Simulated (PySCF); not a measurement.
# C6H7ClO3: the cost of one run

Programs: PySCF 2.14.0, with routines of our own; each step states its level. All values are computed. Atoms count from 0.

### 1 The system as given

17 atoms, charge 0, multiplicity 1; geometry from: GFN2-xTB.

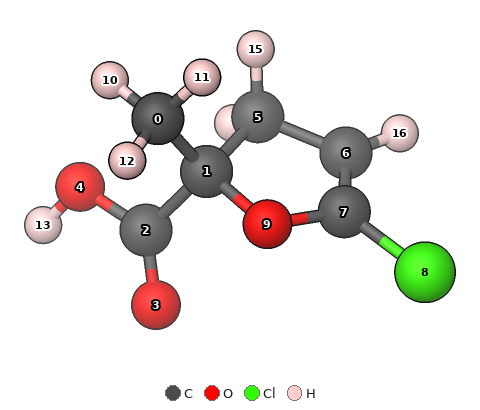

The starting geometry (carbon dark grey, oxygen red, chlorine green, hydrogen pink).

### 2 Magnetic properties: GIAO B3LYP/pcSseg-1

The job: settings as JSON, then the geometry in Å.

```
{"job": {"kind": "mag", "xc": "B3LYP", "basis": "pcSseg-1", "isotopologues": 0}, "charge": 0, "multiplicity": 1}
C     -0.734598     1.115691    -1.114513
C     -0.184220     0.307350     0.055565
C     -1.286894     0.007713     1.073926
O     -1.212126     0.199937     2.251815
O     -2.357020    -0.545770     0.489563
C      0.483758    -1.029356    -0.374491
C      1.843045    -0.907400     0.251251
C      1.929770     0.284886     0.829273
Cl     3.233381     0.977003     1.664439
O      0.828440     1.070778     0.722065
H     -1.530231     0.561578    -1.603526
H      0.064985     1.313992    -1.823677
H     -1.122420     2.064692    -0.753212
H     -3.035670    -0.742615     1.155790
H     -0.067604    -1.895861    -0.004542
H      0.542562    -1.106648    -1.462943
H      2.597843    -1.663939     0.213143
```

With the program's defaults for keys left out, this is: GIAO B3LYP/pcSseg-1 magnetisability, rotational g tensor and spin-rotation constants, non-relativistic, gas phase.

Command:

```
OMP_NUM_THREADS=1 python excited_run.py task.json out
```

This one command runs all jobs of the session in turn.

**Question.** How long does this first job take on 1 thread of Arm Neoverse V2, shared host, and how much memory does it need?

About 65 s, with a peak of 1 GiB.
